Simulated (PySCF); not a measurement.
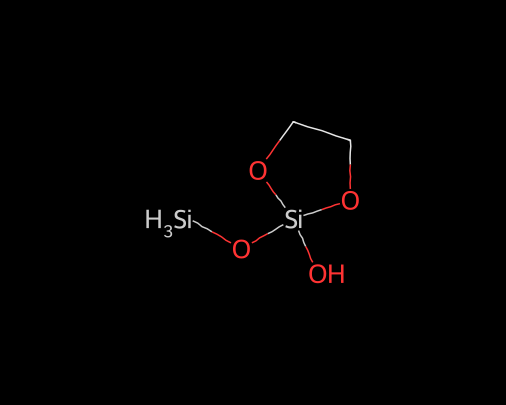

The computed structure is the end point of a GFN2-xTB optimisation. No frequency run is at hand to confirm it as a minimum. Method: CAM-B3LYP/def2-SVPD, gas phase (PySCF 2.14.0). Excitations: vertical, linear response.

Predict the main results.

The species is C₂H₈O₄Si₂ (`O[Si]1(O[SiH3])OCCO1`).
- dipole moment: 1.29 D
- HOMO energy (Kohn–Sham orbital): −9.42 eV
- LUMO energy (Kohn–Sham orbital): 0.54 eV
- HOMO–LUMO gap: 9.96 eV
- mean static polarisability: 78.8 bohr³
- lowest vertical singlet excitation: 7.13 eV
- its oscillator strength: 0.001
- brightest of the 8 lowest singlets: 8.38 eV
- its oscillator strength: 0.03

The geometry is semi-empirical. Around Si such bond lengths and angles can be off by a tenth of an ångström or more and by several degrees, and values that hang on the shape move with them.
